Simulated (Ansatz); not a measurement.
**La3AlN (Pm-3m): Grüneisen parameters**

Wanted: mode Grüneisen parameters of La3AlN (Pm-3m).

Method: DFT PBEsol, scalar-relativistic, plane waves, PAW; PAW set soft_1, in Ansatz 0.2.0.

## (1) Set-up

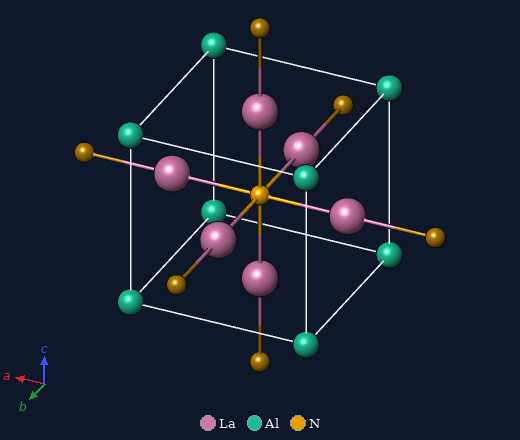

The starting structure, seen from a free direction (lanthanum pink, aluminium teal, nitrogen orange). Some periodic images of atoms are drawn too.

## (2) Response at finite wavevector

The cell comes from relaxations at this level that are not shown. Stability and thermal properties need the whole zone. Linear response on a 2×2×2 q mesh gives force constants as far as a supercell of that size would.

Input file input.yaml:

```yaml
crystal:
  lattice:
    - [5.0274630592, 0.0, 0.0]
    - [0.0, 5.0274630592, 0.0]
    - [0.0, 0.0, 5.0274630592]
  atoms:
    - { symbol: La, position: [0.5, 0.5, 0.0] }
    - { symbol: La, position: [0.0, 0.5, 0.5] }
    - { symbol: La, position: [0.5, 0.0, 0.5] }
    - { symbol: Al, position: [0.0, 0.0, 0.0] }
    - { symbol: "N", position: [0.5, 0.5, 0.5] }
kpoints:
  mp_grid: { grid: [8, 8, 8] }
hamiltonian:
  xc: pbesol
  pseudopotentials: { kind: paw, azcp: { folder: soft_1 }, xc_functional: pbe }
scf:
  occupations: { method: methfessel_paxton, width: 0.2 }
output:
  eigenvalues: true
phonons:
  method: dfpt
  qmesh: [2, 2, 2]
  temperatures: { t_max: 1000, t_step: 50 }
  qpath:
    path:
      - [[0.0, 0.0, 0.0], [0.0, 0.5, 0.0], [0.5, 0.5, 0.0], [0.0, 0.0, 0.0], [0.5, 0.5, 0.5], [0.0, 0.5, 0.0]]
      - [[0.5, 0.5, 0.5], [0.5, 0.5, 0.0]]
    npoints: 10
```

Run with:

```sh
> ansatz run input.yaml --threads 4 --pin off --max-ram 10240MiB --backend cpu --events-out ev --progress --plain --runs-dir out
```

Numbers of over 12 decimals in the logs are rounded to 6 here.

Log:

```text
Engine: ansatz 0.2.0, aarch64-unknown-linux-gnu
Pseudopotentials: kind: paw
Pseudopotential: La, paw, valence charge 11, recommended cutoff 420 eV (normal), soft_1/La.paw.azcp
Pseudopotential: Al, paw, valence charge 3, recommended cutoff 420 eV (normal), soft_1/Al.paw.azcp
Pseudopotential: N, paw, valence charge 5, recommended cutoff 420 eV (normal), soft_1/N.paw.azcp
Functional definition: PBEsol
  exchange = pbesol_x
  correlation = pbesol_c
Crystal: 5 atoms, lattice volume = 127.071 Å³
Basis set: ecut = 420 eV, 2517 PW (Γ), exchange–correlation on 72×72×72 points (8 copies of the dense FFT grid, shifted against one another)
Bands: 26, of which v1, the nominal top of the filled ones, is band 21 counted from 1 (20 counted from 0)
Symmetry: 48 space group operations
k-points: 35 of 512
Non-local potential: La, projectors of the file, l = 0: 3, l = 1: 2, l = 2: 2, l = 3: 3
Non-local potential: Al, projectors of the file, l = 0: 2, l = 1: 2, l = 2: 1
Non-local potential: N, projectors of the file, l = 0: 2, l = 1: 2, l = 2: 1
PAW form: soft (Blöchl's): semilocal exchange-correlation on the pseudo side does not see the compensation charge
PAW frozen core: La, regenerated for the run's functional, and the local potential with it (the file was generated under x = pbe(κ = 0.804, μ = 0.219515), c = pbe(β = 0.066725))
PAW frozen core: Al, regenerated for the run's functional, and the local potential with it (the file was generated under x = pbe(κ = 0.804, μ = 0.219515), c = pbe(β = 0.066725))
PAW frozen core: N, regenerated for the run's functional, and the local potential with it (the file was generated under x = pbe(κ = 0.804, μ = 0.219515), c = pbe(β = 0.066725))
PAW one-centre angular grid: La, 590 points (default); XC on 64 Gauss nodes
PAW one-centre angular grid: Al, 110 points (default); XC on 64 Gauss nodes
PAW one-centre angular grid: N, 110 points (default); XC on 64 Gauss nodes
Initial density: superposition of atomic densities (chi_scale 0.1, normalization cell, long waves kept (reshape's long-wave potential 0.00 eV rms))
Initial wavefunctions: pseudopotential atomic-orbital guess
Functional: x = pbesol(κ = 0.804, μ = 0.123457), c = pbesol(β = 0.046)
SCF iter   1: F=—  HF=-19391.475174 eV  |F-HF|=—  |Δ(HF+E_count)|=         —  Δρ=2.53e-2  dr2=4.92e-1  ethr=3.10e-3  ⟨swp⟩=5.0  Hψ=4450  notcnv=0
preconditioner: auto → Kerker (q_TF=auto, 2.260 Å⁻¹)  [metal: Δε(μ)=0.080 eV  Ē_g=11.086 eV  σ=0.200 eV  W_gap=0.33  n_scr=26 (ndim 8)  ℏωp=19.5 eV  f_vac=0.000  D(μ)=1.74/eV (n_scr^D=6)]
SCF iter   2: F=—  HF=-19391.417725 eV  |F-HF|=—  |Δ(HF+E_count)|=   5.74e-2  S|Δr|=    0.00e0  Δρ=1.21e-2  dr2=1.66e-1  ethr=1.20e-3  ⟨swp⟩=2.2  Hψ=1675  notcnv=0  defer=6
SCF iter   3: F=—  HF=-19391.395660 eV  |F-HF|=—  |Δ(HF+E_count)|=   2.21e-2  S|Δr|=    0.00e0  Δρ=6.67e-3  dr2=3.91e-2  ethr=4.06e-4  ⟨swp⟩=2.9  Hψ=1395  notcnv=0  defer=6
SCF iter   4: F=—  HF=-19391.387372 eV  |F-HF|=—  |Δ(HF+E_count)|=   8.29e-3  S|Δr|=    0.00e0  Δρ=1.14e-3  dr2=1.66e-3  ethr=9.53e-5  ⟨swp⟩=2.0  Hψ=1093  notcnv=0  defer=6
SCF iter   5: F=—  HF=-19391.387358 eV  |F-HF|=—  |Δ(HF+E_count)|=   1.33e-5  S|Δr|=    0.00e0  Δρ=1.47e-4  dr2=5.90e-5  ethr=4.04e-6  ⟨swp⟩=2.4  Hψ=1641  notcnv=0  defer=6
SCF iter   6: F=—  HF=-19391.387360 eV  |F-HF|=—  |Δ(HF+E_count)|=   1.79e-6  S|Δr|=    0.00e0  Δρ=2.78e-5  dr2=2.39e-6  ethr=1.44e-7  ⟨swp⟩=2.0  Hψ=1186  notcnv=0  defer=6
SCF iter   7: F=—  HF=-19391.387359 eV  |F-HF|=—  |Δ(HF+E_count)|=   8.85e-7  S|Δr|=    0.00e0  Δρ=7.45e-6  dr2=1.77e-7  ethr=5.84e-9  ⟨swp⟩=2.0  Hψ=1608  notcnv=0  defer=7
SCF iter   8: F=—  HF=-19391.387359 eV  |F-HF|=—  |Δ(HF+E_count)|=   2.76e-8  S|Δr|=    0.00e0  Δρ=1.62e-6  dr2=4.08e-9  ethr=4.32e-10  ⟨swp⟩=2.0  Hψ=1172  notcnv=0  defer=7
SCF iter   9: F=—  HF=-19391.387359 eV  |F-HF|=—  |Δ(HF+E_count)|=  6.80e-10  S|Δr|=    0.00e0  Δρ=3.83e-7  dr2=1.89e-10  ethr=9.96e-12  ⟨swp⟩=2.1  Hψ=1597  notcnv=0  defer=7
SCF iter  10: F=—  HF=-19391.387359 eV  |F-HF|=—  |Δ(HF+E_count)|=  1.46e-11  S|Δr|=    0.00e0  Δρ=7.45e-8  dr2=1.30e-11  ethr=1.00e-12  ⟨swp⟩=2.3  Hψ=1361  notcnv=0  defer=7
SCF iter  11: F=-19391.387359 eV  HF=-19391.387359 eV  |F-HF|=3.64e-12  |Δ(HF+E_count)|=  3.64e-12  S|Δr|=    0.00e0  Δρ=2.04e-8  dr2=3.74e-13  ethr=1.00e-12  ⟨swp⟩=9.6  Hψ=5237  notcnv=0
SCF 1 converged in 11 iterations: F = -19391.387359 eV  dr2 = 3.74e-13
  greatest PAW one-centre occupation: 0.971 electrons in one spin orbital (limit 2), on the La atom at site 2 (counted from 0), in its partial waves of l = 0
phonons: the bands overlap, so this run is a metal and interpolates without the dipole-dipole term. If the crystal is really an insulator or semiconductor, its LO-TO splitting is missing
NSCF: frozen V_eff on 35 k-points
WARN: eigensolver did not converge in 3 slots of this pass, the one above among them; of largest residual over every band (k=27): 1 band(s) unlocked (lowest unlocked band 25, counted from 0; max residual 2.83e-4 eV among the unlocked bands, 2.83e-4 eV over every band); of lowest unlocked band (k=21): band 25
NSCF: frozen V_eff on 125 k-points
DFPT response loops at q = (0, 0, 0) (fractional): preconditioner auto → Kerker (q_TF=auto, 2.260 Å⁻¹) (partly filled bands, converged f_vac=0.000); β = 1.00, the filter's whole step (`scf.mixing.beta` (0.50) is not read by the response loops under this deck's `scf.mixing.preconditioner`; to damp them name `kerker` or `kerker_dos`, under which they read `scf.mixing.beta`, and type it under 1.00, their step now; both keys bind the ground state too); Broyden in place of MSR1
NSCF: frozen V_eff on 250 k-points
DFPT response loops at q = (0, 0, -0.5) (fractional): mixed as the last ones told, above
NSCF: frozen V_eff on 250 k-points
DFPT response loops at q = (0, -0.5, -0.5) (fractional): mixed as the last ones told, above
NSCF: frozen V_eff on 250 k-points
DFPT response loops at q = (-0.5, -0.5, -0.5) (fractional): mixed as the last ones told, above
SCF converged after 11 iterations
Stability not checked: this state was not tested for a lower state beside it, because cold or Methfessel-Paxton smearing, or corrected tetrahedra, fill the levels in a way that the test cannot read (fill_not_monotonic; see scf.lower_state_search)
Free energy (F): -19391.387359 eV
Harris-Foulkes:  -19391.387359 eV  (|F-HF|=3.64e-12)
Internal energy: -19391.400477 eV  (E = F + TS)
E sigma→0 (E₀):  -19391.390639 eV
Entropy (-TS):   0.013118 eV (2.624 meV/atom)
Fermi energy:    10.788856 eV
--- Per-component energies (eV) ---
  E_band       = -97.879104
  E_kinetic    = 710.199914
  E_local      = -1389.162435  (includes V_loc(G=0)·N_el)
  E_nonlocal   = 312.152940
  E_hartree    = 527.469726
  E_xc         = -522.537733
  E_vxc        = -539.333119  (∫ρ·V_xc dr)
  E_paw        = -16566.334685  (= ΣΔE_a)
  E_vpaw       = -246.676667  (= ΣTr[D̂ρ^β])
  E_aug_tail   = 0.000808  (compensation charges beyond the density's cutoff)
  E_ewald      = -2463.743360
  E_core_change = 0.554346  (= ΣΔE_core)
  E_smearing   = 0.013118  (= −TS)
  E_closure    = -0.000000  (closes the sum)
  Σ components = -19391.387359   (vs F -19391.387359, Δ=0.00e0)
--- Band table (eV; the first three rows and the last of 35) ---
  k-point 0: bands = [... 17 lower, 9.8151, 9.8151, 9.9090, 9.9090, 9.9090, 11.7358, 11.7358, 11.7358, ... 1 higher]
  k-point 1: bands = [... 17 lower, 9.7183, 9.9562, 9.9762, 10.0642, 10.0642, 11.6296, 11.6783, 11.6783, ... 1 higher]
  k-point 2: bands = [... 17 lower, 9.3373, 10.0847, 10.2388, 10.2388, 10.4270, 11.6406, 11.7337, 11.7337, ... 1 higher]
  k-point 34: bands = [... 17 lower, 11.2058, 11.2058, 11.2058, 11.5689, 11.5689, 11.5689, 12.4080, 12.4080, ... 1 higher]
--- Phonons (Γ-DFPT): 4 representative perturbations + reference (Σ response iterations 14) ---
  ASR residual: 3.961e-5 → 0.000e0 eV/Å²; symmetrization residual: 9.919e-7 eV/Å²
  ASR residual per site (eV/Å²): 1.57e-5 1.57e-5 1.57e-5 6.76e-6 3.96e-5
  Γ frequencies (cm⁻¹): 0.00 0.00 0.00 72.97 72.97 72.97 137.34 137.34 137.34 147.90 147.90 147.90 326.37 326.37 326.37
--- Phonons (arbitrary-q DFPT): 4 irreducible q on the 2×2×2 mesh ---
  q = [0.0000, 0.0000, 0.0000] (star 1, of the zone-centre solve; hermiticity 2.48e-7, symmetrization 1.89e-12): -0.00 -0.00 0.00 72.97 72.97 72.97 137.34 137.34 137.34 147.90 147.90 147.90 326.37 326.37 326.37
  q = [0.0000, 0.0000, -0.5000] (star 3, 9 solved perturbations in 975 linear systems a pass and spin channel, the states on 125 of 512 k-point pairs; hermiticity 2.20e-7, symmetrization 1.46e-12): 59.21 59.21 69.64 74.25 74.25 88.64 124.58 124.58 125.37 167.95 167.95 184.43 287.92 287.92 385.99
  q = [0.0000, -0.5000, -0.5000] (star 3, 9 solved perturbations in 975 linear systems a pass and spin channel, the states on 125 of 512 k-point pairs; hermiticity 1.22e-7, symmetrization 7.75e-14): 33.42 76.91 76.91 77.34 77.34 97.22 99.82 108.71 159.48 170.00 170.00 175.00 265.30 370.22 370.22
  q = [-0.5000, -0.5000, -0.5000] (star 1, 4 solved perturbations in 350 linear systems a pass and spin channel, the states on 125 of 512 k-point pairs; hermiticity 1.00e-7, symmetrization 1.21e-12): 27.53 27.53 27.53 102.27 102.27 103.82 103.82 103.82 160.39 160.39 160.39 193.28 359.21 359.21 359.21
  sum rule: each row above includes the acoustic sum rule's correction from the zone centre's row sums; it moved no ω² by more than (0.88 cm⁻¹)²
  mesh force constants: q→R imaginary residual 2.76e-18; ASR residual 3.961e-5 → 0.000e0 eV/Å²; symmetrization residual 4.441e-15 eV/Å²
  interpolated dispersion: 62 rows × 15 modes
  density of states and harmonic sums: on the 12×12×12 q-mesh, interpolated from the force constants of a 2×2×2 supercell (no non-analytic term)
  largest difference from the sums on the solved wave vectors: F 7.96e-2 eV, S 1.12e-4 and C_V 3.22e-5 eV/K
  zero-point energy: 0.142663 eV/cell   skipped modes (ω ≤ 0): 3   left out of the sums: 1.16e-4 of the cell's modes: C_V's classical limit lies that fraction below 3 k_B per atom; for a crystal, a wire or a layer, F and S can be off by more, and a phonons.interpolated_qmesh denser along its periods is the remedy for the sampling
```

Elapsed: 6.7 min, on 4 threads of Arm Neoverse V1, shared host; peak memory 1.5 GiB.

In the SCF lines HF is the Harris–Foulkes energy and dr2 the Hartree energy of the density residual, in eV; the loop may stop once dr2 is under the threshold and the program's other checks hold. Hψ counts applications of the Hamiltonian.

Numbers from this step:

```yaml
volume_per_atom: 25.41 Å³
gap_on_the_k_mesh: 0 eV
sum_rule_residual_before_enforcement: 3.96e-5 eV/Å²
lowest_frequency_on_the_path: 0 cm⁻¹
point_group: m-3m
highest_frequency_on_the_path_or_at_a_solved_wavevector: 386 cm⁻¹
mean_frequency: 153.4 cm⁻¹
debye_temperature_second_moment: 339 K
logarithmic_mean_frequency: 125.3 cm⁻¹
highest_optical_mode_at_the_zone_centre_no_lo_to_term: 326.4 cm⁻¹
lowest_optical_zone_centre_mode: 72.97 cm⁻¹
lowest_mode_on_the_q_mesh_acoustic_modes_at_gamma_apart: 27.53 cm⁻¹
zero_point_energy_per_atom: 28.53 meV
heat_capacity_at_300_k: 23.48 J/(mol atoms K)
vibrational_entropy_at_300_k: 38.40 J/(mol atoms K)
edges_of_the_widest_gap_between_branches_on_path_and_mesh: 193.3, 265.3 cm⁻¹
```

Frequencies (cm⁻¹) solved at each irreducible wavevector; negative means imaginary. Frequencies by wavevector, by row:

| q in reciprocal lattice units | star | mode 1 | mode 2 | mode 3 | mode 4 | mode 13 | mode 14 | mode 15 |
| --- | --- | --- | --- | --- | --- | --- | --- | --- |
| 0 0 0 | 1 | 0 | 0 | 0 | 73 | 326.4 | 326.4 | 326.4 |
| 0 0 -0.5 | 3 | 59.2 | 59.2 | 69.6 | 74.2 | 287.9 | 287.9 | 386 |
| 0 -0.5 -0.5 | 3 | 33.4 | 76.9 | 76.9 | 77.3 | 265.3 | 370.2 | 370.2 |
| -0.5 -0.5 -0.5 | 1 | 27.5 | 27.5 | 27.5 | 102.3 | 359.2 | 359.2 | 359.2 |

Symmetry leaves 4 wavevectors to solve. The lowest mode among them, the acoustic zeros apart, lies at q = (-0.5, -0.5, -0.5) and is real, 27.5 cm⁻¹.

## (3) Relaxing at another volume, volume ratio 0.97

The volume is scaled by 0.97 and held; symmetry leaves nothing to relax, so this is a single point. The modes can then be followed against volume.

input.yaml, the sections that differ from step 2:

```yaml
crystal:
  lattice:
    - [4.9766771318, 0.0, 0.0]
    - [0.0, 4.9766771318, 0.0]
    - [0.0, 0.0, 4.9766771318]
  atoms:
    - { symbol: La, position: [0.5, 0.5, 0.0] }
    - { symbol: La, position: [0.0, 0.5, 0.5] }
    - { symbol: La, position: [0.5, 0.0, 0.5] }
    - { symbol: Al, position: [0.0, 0.0, 0.0] }
    - { symbol: "N", position: [0.5, 0.5, 0.5] }
output:
  forces: true
  stress: true
  eigenvalues: true
# kpoints, hamiltonian, scf: as in step 2
# phonons: removed
```

Log:

```text
[...]
Crystal: 5 atoms, lattice volume = 123.259 Å³
Basis set: ecut = 420 eV, 2469 PW (Γ), exchange–correlation on 72×72×72 points (8 copies of the dense FFT grid, shifted against one another)
Bands: 26, of which v1, the nominal top of the filled ones, is band 21 counted from 1 (20 counted from 0)
Symmetry: 48 space group operations
[...]
k-points: 35 of 512
[...]
k-point 0: bands = [... 17 lower, 10.1589, 10.1589, 10.2411, 10.2411, 10.2411, 12.1640, 12.1640, 12.1640, ... 1 higher]
  k-point 1: bands = [... 17 lower, 10.0692, 10.2898, 10.3266, 10.4177, 10.4177, 12.0583, 12.0963, 12.0963, ... 1 higher]
  k-point 2: bands = [... 17 lower, 9.7023, 10.4221, 10.6117, 10.6117, 10.7957, 12.0639, 12.1384, 12.1384, ... 1 higher]
  k-point 34: bands = [... 17 lower, 11.6482, 11.6482, 11.6482, 11.9839, 11.9839, 11.9839, 12.8310, 12.8310, ... 1 higher]
[key lines of the parts left out:]
SCF converged after 8 iterations
Free energy (F): -19391.360487 eV
Fermi energy:    11.179872 eV
P = ⅓ Tr σ = 2.3151 GPa (23.151 kbar)
```

Run time: 2.7 s. Hardware: 4 threads; peak memory 0.49 GiB; 9.9 s of CPU time.

This run has no spin polarisation although its electron count is odd.

Numbers from this step:

```
pressure        : 2.315 GPa
volume per atom : 24.65 Å³
```

## (4) Phonons at the other volume, volume ratio 0.97

The phonons are repeated at this volume on the same k and q meshes.

input.yaml, as its differences from that of step 3:

```diff
@@ -19,4 +19,11 @@
 output:
-  forces: true
-  stress: true
   eigenvalues: true
+phonons:
+  method: dfpt
+  qmesh: [2, 2, 2]
+  temperatures: { t_max: 1000, t_step: 50 }
+  qpath:
+    path:
+      - [[0.0, 0.0, 0.0], [0.0, 0.5, 0.0], [0.5, 0.5, 0.0], [0.0, 0.0, 0.0], [0.5, 0.5, 0.5], [0.0, 0.5, 0.0]]
+      - [[0.5, 0.5, 0.5], [0.5, 0.5, 0.0]]
+    npoints: 10
```

Log:

```text
[...]
Crystal: 5 atoms, lattice volume = 123.259 Å³
Basis set: ecut = 420 eV, 2469 PW (Γ), exchange–correlation on 72×72×72 points (8 copies of the dense FFT grid, shifted against one another)
Bands: 26, of which v1, the nominal top of the filled ones, is band 21 counted from 1 (20 counted from 0)
Symmetry: 48 space group operations
k-points: 35 of 512
[...]
SCF iter   1: F=—  HF=-19391.443338 eV  |F-HF|=—  |Δ(HF+E_count)|=         —  Δρ=2.41e-2  dr2=4.30e-1  ethr=3.10e-3  ⟨swp⟩=4.9  Hψ=4435  notcnv=0
[...]
SCF iter  10: F=-19391.360487 eV  HF=-19391.360487 eV  |F-HF|=7.28e-12  |Δ(HF+E_count)|=  1.46e-11  S|Δr|=    0.00e0  Δρ=6.46e-8  dr2=7.18e-12  ethr=1.00e-12  ⟨swp⟩=8.1  Hψ=5614  notcnv=0
SCF 1 converged in 10 iterations: F = -19391.360487 eV  dr2 = 7.18e-12
[...]
NSCF: frozen V_eff on 35 k-points
[...]
SCF converged after 10 iterations
[...]
Free energy (F): -19391.360487 eV
[...]
Internal energy: -19391.372189 eV  (E = F + TS)
E sigma→0 (E₀):  -19391.363412 eV
Entropy (-TS):   0.011703 eV (2.341 meV/atom)
Fermi energy:    11.179876 eV
[...]
--- Band table (eV; the first three rows and the last of 35) ---
  k-point 0: bands = [... 17 lower, 10.1589, 10.1589, 10.2411, 10.2411, 10.2411, 12.1640, 12.1640, 12.1640, ... 1 higher]
  k-point 1: bands = [... 17 lower, 10.0692, 10.2898, 10.3266, 10.4177, 10.4177, 12.0584, 12.0963, 12.0963, ... 1 higher]
  k-point 2: bands = [... 17 lower, 9.7023, 10.4221, 10.6117, 10.6117, 10.7957, 12.0640, 12.1384, 12.1384, ... 1 higher]
  k-point 34: bands = [... 17 lower, 11.6482, 11.6482, 11.6482, 11.9839, 11.9839, 11.9839, 12.8310, 12.8310, ... 1 higher]
[...]
ASR residual: 1.237e-5 → 0.000e0 eV/Å²; symmetrization residual: 9.329e-7 eV/Å²
  ASR residual per site (eV/Å²): 1.24e-5 1.24e-5 1.24e-5 9.35e-7 2.92e-6
[...]
--- Phonons (arbitrary-q DFPT): 4 irreducible q on the 2×2×2 mesh ---
[...]
interpolated dispersion: 62 rows × 15 modes
[...]
```

Wall time 6.6 min (4 threads); peak memory 1.5 GiB; 26 min of CPU time.

This step gave:

```
sum-rule residual before enforcement                       : 1.24e-5 eV/Å²
highest frequency on the path or at a solved wavevector    : 405.5 cm⁻¹
mean frequency                                             : 159.9 cm⁻¹
Debye temperature (second moment)                          : 357 K
logarithmic mean frequency                                 : 129 cm⁻¹
highest optical mode at the zone centre (no LO-TO term)    : 344 cm⁻¹
lowest optical zone-centre mode                            : 70.6 cm⁻¹
lowest mode on the q mesh (acoustic modes at Γ apart)      : 24.78 cm⁻¹
zero-point energy per atom                                 : 29.74 meV
heat capacity at 300 K                                     : 23.35 J/(mol atoms K)
vibrational entropy at 300 K                               : 37.77 J/(mol atoms K)
edges of the widest gap between branches, on path and mesh : 200.9, 284.5 cm⁻¹
```

Frequencies (cm⁻¹) solved at each irreducible wavevector; negative means imaginary. Frequencies by wavevector, by row:

| q in reciprocal lattice units | star | mode 1 | mode 2 | mode 3 | mode 4 | mode 13 | mode 14 | mode 15 |
| --- | --- | --- | --- | --- | --- | --- | --- | --- |
| 0 0 0 | 1 | 0 | 0 | 0 | 70.6 | 344 | 344 | 344 |
| 0 0 -0.5 | 3 | 59.8 | 59.8 | 69.9 | 72.9 | 306.6 | 306.6 | 405.4 |
| 0 -0.5 -0.5 | 3 | 32.3 | 77.2 | 77.2 | 77.5 | 284.5 | 390 | 390 |
| -0.5 -0.5 -0.5 | 1 | 24.8 | 24.8 | 24.8 | 103.7 | 379.2 | 379.2 | 379.2 |

The highest optical mode at the zone centre (no LO-TO term) is 344.0 cm⁻¹, +17.6 cm⁻¹ against the base run.

## (5) Relaxing at another volume, volume ratio 1.03

The volume is scaled by 1.03 and held; symmetry leaves nothing to relax, so this is a single point. The modes can then be followed against volume.

input.yaml, the sections that differ from step 4:

```yaml
crystal:
  lattice:
    - [5.0772431586, 0.0, 0.0]
    - [0.0, 5.0772431586, 0.0]
    - [0.0, 0.0, 5.0772431586]
  atoms:
    - { symbol: La, position: [0.5, 0.5, 0.0] }
    - { symbol: La, position: [0.0, 0.5, 0.5] }
    - { symbol: La, position: [0.5, 0.0, 0.5] }
    - { symbol: Al, position: [0.0, 0.0, 0.0] }
    - { symbol: "N", position: [0.5, 0.5, 0.5] }
output:
  forces: true
  stress: true
  eigenvalues: true
# kpoints, hamiltonian, scf: as in step 4
# phonons: removed
```

Log:

```text
[...]
Crystal: 5 atoms, lattice volume = 130.883 Å³
Basis set: ecut = 420 eV, 2517 PW (Γ), exchange–correlation on 72×72×72 points (8 copies of the dense FFT grid, shifted against one another)
Bands: 26, of which v1, the nominal top of the filled ones, is band 21 counted from 1 (20 counted from 0)
Symmetry: 48 space group operations
[...]
k-points: 35 of 512
[...]
k-point 0: bands = [... 17 lower, 9.4896, 9.4896, 9.5941, 9.5941, 9.5941, 11.3314, 11.3314, 11.3314, ... 1 higher]
  k-point 1: bands = [... 17 lower, 9.3868, 9.6400, 9.6446, 9.7316, 9.7316, 11.2242, 11.2832, 11.2832, ... 1 higher]
  k-point 2: bands = [... 17 lower, 8.9935, 9.7646, 9.8878, 9.8878, 10.0785, 11.2397, 11.3501, 11.3501, ... 1 higher]
  k-point 34: bands = [... 17 lower, 10.7887, 10.7887, 10.7887, 11.1766, 11.1766, 11.1766, 12.0072, 12.0072, ... 1 higher]
[key lines of the parts left out:]
SCF converged after 8 iterations
Free energy (F): -19391.362925 eV
Fermi energy:    10.423141 eV
P = ⅓ Tr σ = -2.0067 GPa (-20.067 kbar)
```

Run time: 2.9 s. Hardware: 4 threads; peak memory 0.5 GiB.

Numbers from this step:

| Property | Result |
| --- | --- |
| pressure | -2.007 GPa |
| volume per atom | 26.18 Å³ |

The run ends at a pressure of -2.01 GPa.

[end of part 1 of 2]

[Logs are printed without paths, hosts, clocks, repeated set-up lines and the standing remarks that a program may print on its own settings, such as how far it seeks lower states.]

[Hosts, paths, dates, database ids (printed as entryN), source tags and the programs' standing remarks are cut or masked in the printed files.]
